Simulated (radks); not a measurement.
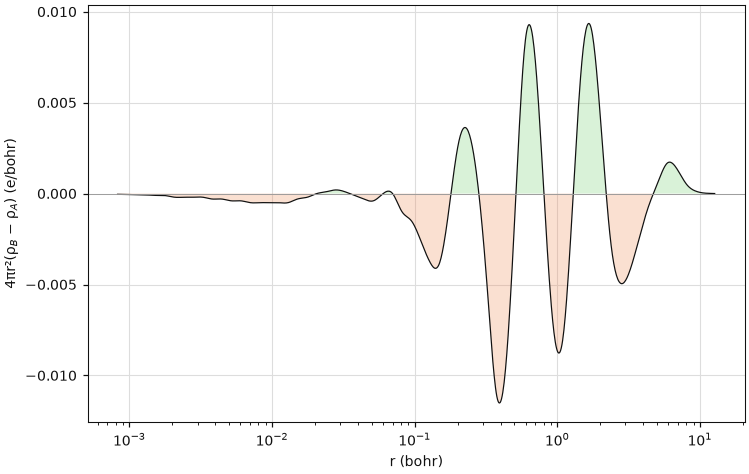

The promethium ion Pm⁺ in [Xe] 4f5 6s1 (4f5/2: 5) was computed by two methods: PBEsol; SOGGA. Both runs are Dirac and spherical. Computed with the in-house radial solver radks.

The plot shows the radial density of run B less that of run A; on the logarithmic r axis, areas aren't charges.

A is PBEsol and B is SOGGA.

Q: How do the two densities differ?

Answer: B holds 0.011 electrons more than A where the difference is positive (most at r = 1.7 bohr) and as many fewer where it is negative (most at r = 0.39 bohr), out of 60 electrons.
